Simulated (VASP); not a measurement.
Band structure of HfB (relaxed from the CsCl type structure, space group Pm-3m). Computed with PBEsol GGA, VASP's PBE PAW potentials (set 64) (plane waves; VASP 6.6.1).

Unless said otherwise, spin-orbit coupling is left out, though it shifts the bands of the heavy elements here.

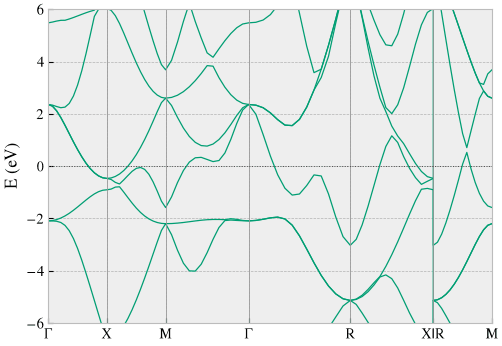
Fig. 1. Bands along high-symmetry lines, zero at the valence-band maximum or, without a gap, the Fermi level

Task: Read the plot: is there a gap, and where are the band edges?

Result: It has no gap at this level: it comes out as a metal or semimetal. (Edges off the drawn lines would not show.)

The structure was generated: HfB was put into the CsCl type type (Pm-3m), which need not be its known phase. It was relaxed first, which changed the volume by -32 %. The electron count is odd and the run is not spin-polarised, which forces a metal.
